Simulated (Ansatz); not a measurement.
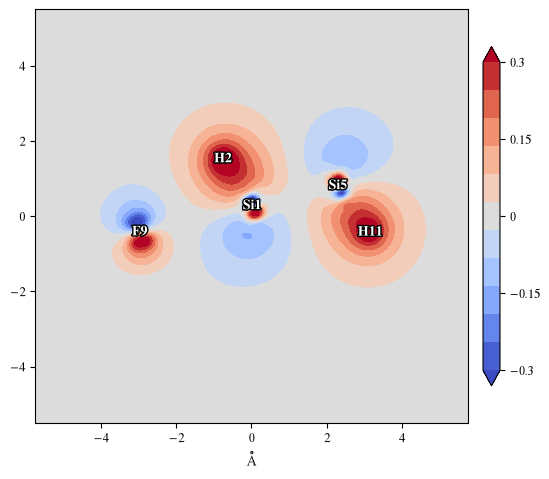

Figure. H$_{6}$Si$_{2}$···NH$_{3}$···HF. The HOMO−1 on the plane of atoms Si1, Si5 and H11 (values in Å⁻³ᐟ²; the overall sign is arbitrary).

The reactant side of a reaction path; geometry: PBE0-D4/def2-TZVP.

Method: RKS PBE0-D4/def2-TZVPP (Ansatz 0.2.0).

```xyz
14

Si    0.5339   -0.1106   -1.0095
H     1.9686   -0.3950   -0.7693
H    -0.2465   -1.3671   -1.1275
H    -0.0124    0.7082    0.1084
Si    0.2947    1.1295   -2.9828
H    -0.5942   -0.2391    3.9067
N    -0.8922   -0.4399    2.9597
H     0.2040   -1.2898    2.1242
F     0.8534   -1.7617    1.5842
H     0.8147    0.3743   -4.1559
H    -1.1390    1.4452   -3.2372
H     1.0380    2.4174   -2.8956
H    -1.0382    0.4437    2.4857
H    -1.7851   -0.9153    3.0089
```

What is the character of this orbital?

Answer. It lies mainly on Si1 (about 20 %), Si5 (about 15 %), H3 (about 15 %), H12 (about 15 %), H2 (about 10 %) and H11 (about 10 %). Its energy is −9.22 eV.
